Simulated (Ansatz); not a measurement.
Ge₂H: single-point calculation (part 2 of 2)

Ge₂H (slab, 3 atoms in the cell); DFT PBE+D3(BJ), scalar-relativistic, plane waves, PAW, PAW set soft_1, spin-polarised (Ansatz 0.2.0); cutoff 420 eV, 9×9×1 k-mesh, Gaussian smearing of 0.1 eV, collinear spins. 

Geometry of the input (Å; fractional positions):
```
4.0227  0.0000  0.0000
-2.0113  3.4838  0.0000
0.0000  0.0000  17.6843
Ge 0.3333  0.6667  0.2649
Ge 0.6667  0.3333  0.2262
H  1.1111  -0.1111  0.4102
```

**Output, continued**
```
Spin contamination: 0.0307 ħ² per cell (⟨S²⟩ above its minimum at these occupations)
Per-site moments (μB) at R_I (Å): [(-0.013526878880334568, 0.9987461981909511), (0.04368127807597618, 0.9987461981909511), (0.8218306832509203, 1.237653848711447)]
Free energy (F): -8603.038678 eV
Harris-Foulkes:  -8603.038678 eV  (|F-HF|=3.49e-9)
Internal energy: -8603.037964 eV  (E = F + TS)
E sigma→0 (E₀):  -8603.038321 eV
Entropy (-TS):   -0.000714 eV (-0.238 meV/atom)
Fermi energy:    -2.176702 eV
Dipole field:    D = -0.015934 V/Å  (p = -0.021823 e·Å, saw-weighted, corrected)
Work function:   Φ+ = 4.7573 eV   Φ− = 4.4755 eV
Levels:          The Fermi level and band energies are counted from a zero that moves with the ramp; work functions are not
--- Per-component energies (eV) ---
  E_band       = -592.774470
  E_kinetic    = 194.651526
  E_local      = -16259.092350  (includes V_loc(G=0)·N_el)
  E_nonlocal   = 432.615128
  E_hartree    = 7877.142267
  E_xc         = -149.876923
  E_vxc        = -138.259050  (∫ρ·V_xc dr)
  E_paw        = -4023.110779  (= ΣΔE_a)
  E_vpaw       = -576.425363  (= ΣTr[D̂ρ^β])
  E_aug_tail   = -0.000685  (compensation charges beyond the density's cutoff)
  E_efield     = 0.000174  (sawtooth field / dipole correction)
  E_vefield    = -0.547037  (∫n·V_field dr)
  E_ewald      = 3325.000955
  E_disp       = -0.367276  (pairwise vdW)
  E_smearing   = -0.000714  (= −TS)
  E_closure    = 0.000000  (closes the sum)
  Σ components = -8603.038678   (vs F -8603.038678, Δ=0.00e0)
--- Forces (eV/Å), atoms counted from 1 ---
  atom   1  Ge    -0.06461106     0.03730321     0.16375787
  atom   2  Ge     0.01385761    -0.00800070    -0.01391089
  atom   3  H      0.05075072    -0.02930094    -0.14984063
  max |Σ_I F_I| component: 6.35e-6 eV/Å
--- Band table (eV; the first three rows and the last of 50) ---
  k-point 0 ↑: bands = ["-26.6851", "-26.6846", "-26.6356", "-26.6339", "-26.6310", "-26.5621", "-26.4481", "-26.4465", "-26.4118", "-26.4109", "-13.4962", "-6.2879", "-4.7447", "-2.6272", "-2.6243", "-1.5390", "0.6970", "1.6981", "1.7214"]
  k-point 1 ↑: bands = ["-26.6915", "-26.6895", "-26.6454", "-26.6282", "-26.6159", "-26.5545", "-26.4616", "-26.4601", "-26.4031", "-26.3982", "-13.3603", "-6.2837", "-4.9380", "-3.6801", "-2.8940", "-0.4071", "0.7080", "1.6433", "2.1667"]
  k-point 2 ↑: bands = ["-26.7009", "-26.6976", "-26.6579", "-26.6152", "-26.6009", "-26.5346", "-26.4827", "-26.4811", "-26.3940", "-26.3787", "-12.9582", "-6.8246", "-5.4517", "-3.9653", "-3.4174", "-0.2460", "0.6051", "2.2976", "2.6943"]
  k-point 24 ↓: bands = ["-26.7007", "-26.6973", "-26.6795", "-26.5962", "-26.5898", "-26.5062", "-26.4992", "-26.4781", "-26.3925", "-26.3507", "-11.5744", "-9.3429", "-4.1189", "-3.5516", "-1.3862", "-0.4756", "0.1050", "3.5402", "4.5098"]
--- Löwdin populations: 3 sites ---
  site symbol       q [e]    m [muB]
     0     Ge     13.9704    -0.0868
     1     Ge     13.9545     0.1375
     2      H      1.0025     0.9405
  spilling = 0.002503 (of n_electrons = 29.000000)
```

**File populations.tsv**
```
# site	symbol	l	j	q_up	q_dn
# orbitals = lowdin
# n_electrons = 29.000000
# spilling = 0.002503
0	Ge	0_4S	-	0.740575	0.743041
0	Ge	1_4P	-	1.204708	1.289244
0	Ge	2_3D	-	4.996513	4.996311
1	Ge	0_4S	-	0.749894	0.737144
1	Ge	1_4P	-	1.299777	1.174908
1	Ge	2_3D	-	4.996338	4.996478
2	H	0_1S	-	0.971503	0.030971
```

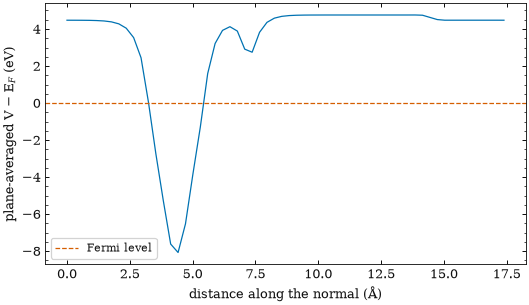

*Plane average of the electrostatic potential energy of an electron across the cell, from the Fermi level.*

The vacuum level lies 4.76 eV above the Fermi level on the upper side and 4.48 eV on the lower.

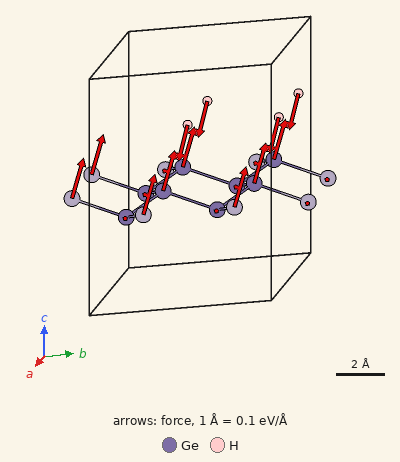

*Forces on the atoms as red arrows (ball-and-stick view of the 2 × 2 repeat of the cell, with the vacuum cut short, seen slightly off an axis; neighbours outside the cell are drawn fainter).*

The largest act on Ge1 (0.18 eV/Å); H3 (0.16 eV/Å). Atoms are counted from 1 in the order of the input and aren't labelled in the picture. The geometry is not a stationary point of this energy.

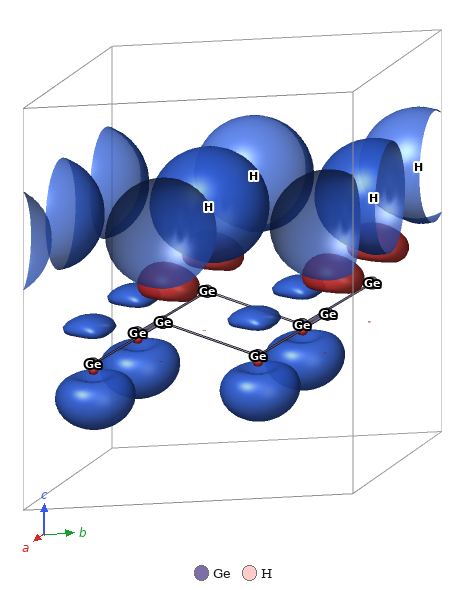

*Isosurfaces of the magnetisation density (up minus down) at +0.01 (blue) and −0.01 e/Å³ (red), seen slightly off an axis. Sticks mark near contacts.*

The spin density sits on H: +0.8 μB in one cell of 3 atoms. The cell of the calculation (3 atoms) carries 1.0 μB net. In a PAW calculation such maps are meaningful between the atoms, not at the nuclei.

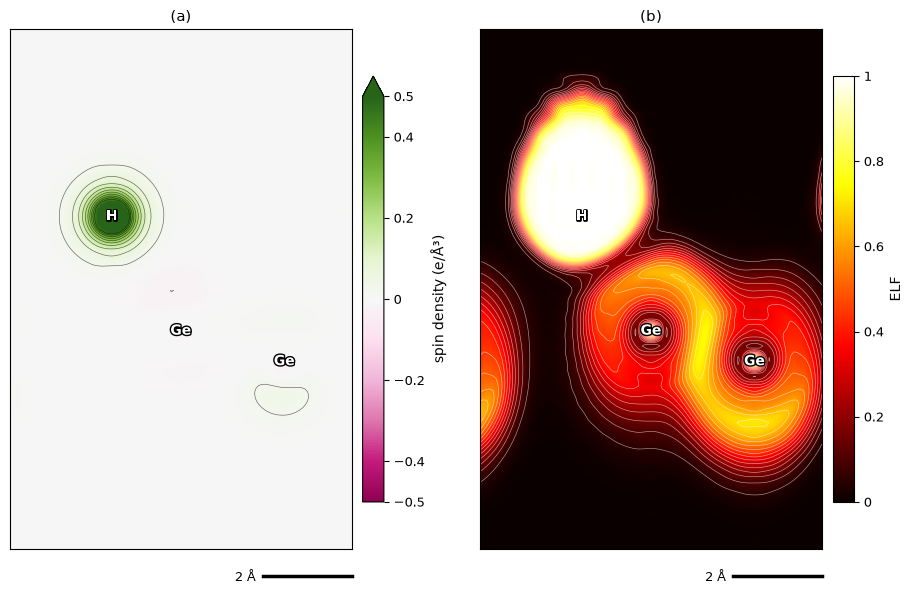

*(a) spin density; (b) electron localisation function on the (110) plane of the calculation cell, a cut from vacuum to vacuum.*

The section cuts through Ge and H sites. Ge–Ge (2.42 Å): the ELF peaks at about 0.75 between the atoms, which marks localised, shared-pair bonding. The strong features right at Ge lie inside the PAW spheres (semicore, d or f shells) and say nothing about bonding. The spin density sits on H: +0.8 μB in one cell of 3 atoms. The cell of the calculation (3 atoms) carries 1.0 μB net.

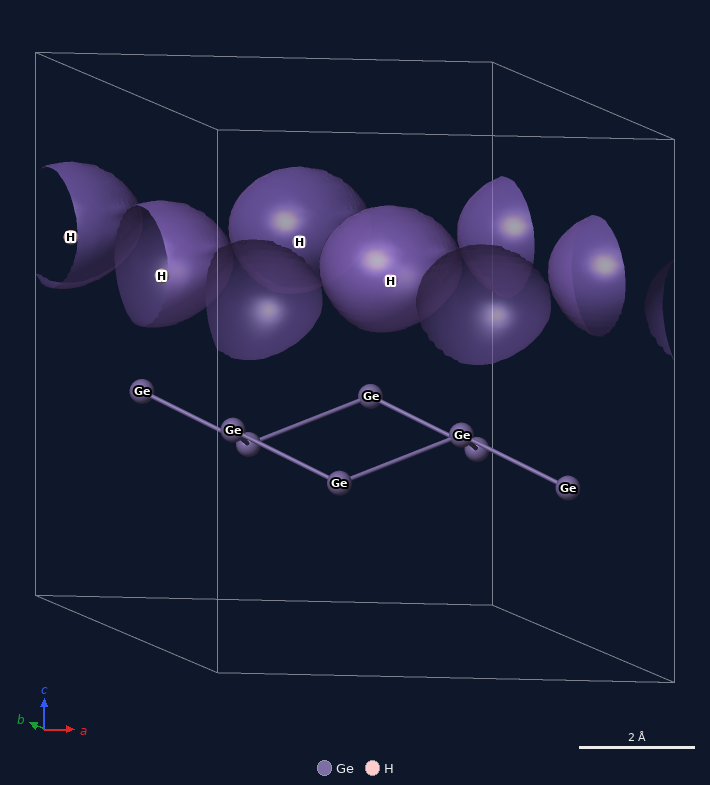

*Isosurface of the ELF at 0.85 (purple), seen slightly off an axis. Core shells and regions of very low density are left out. Sticks mark near contacts.*

Along the contacts the grid gives the following. Ge–Ge (2.42 Å): the ELF peaks at about 0.75 between the atoms (localised, shared-pair bonding).

**Results in brief**

| quantity | value |
| --- | --- |
| outcome | converged |
| electrons treated | 29 |
| free energy | −8603.0387 eV |
| work function, top face | 4.76 eV |
| work function, bottom face | 4.48 eV |
| Fermi energy | −2.177 eV |
| gap on the k-point mesh | 0.17 eV |
| net moment of the cell | 0.99 μB |
| integrated absolute moment | 1.11 μB |
| work function (upper face) | 4.76 eV |
| largest force (length of the vector) | 0.180 eV/Å |
| wall time | 63 s |
| peak memory | 0.53 GiB |

**Notes**

Warnings of the run: the exchange-correlation potential is rough where the density is thin.
